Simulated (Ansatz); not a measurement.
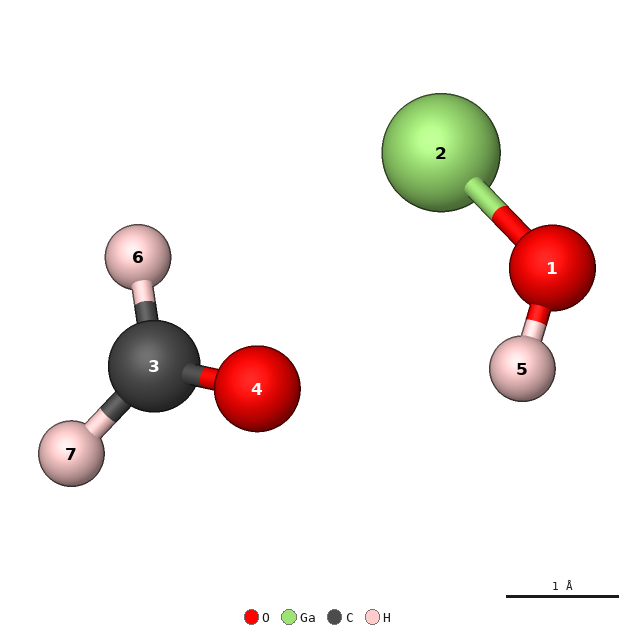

Computed geometry: PBE0-D4/def2-TZVP optimisation.

Q: What is the geometry at O1?

A: O1 has 2 neighbours (Ga2 at 1.82, H5 at 0.96 Å); the arrangement is bent.

Q: How are the neighbours of atom 3 arranged?

A: C3 has 3 neighbours (O4 at 1.20, H6 at 1.11, H7 at 1.10 Å); the arrangement is trigonal planar.
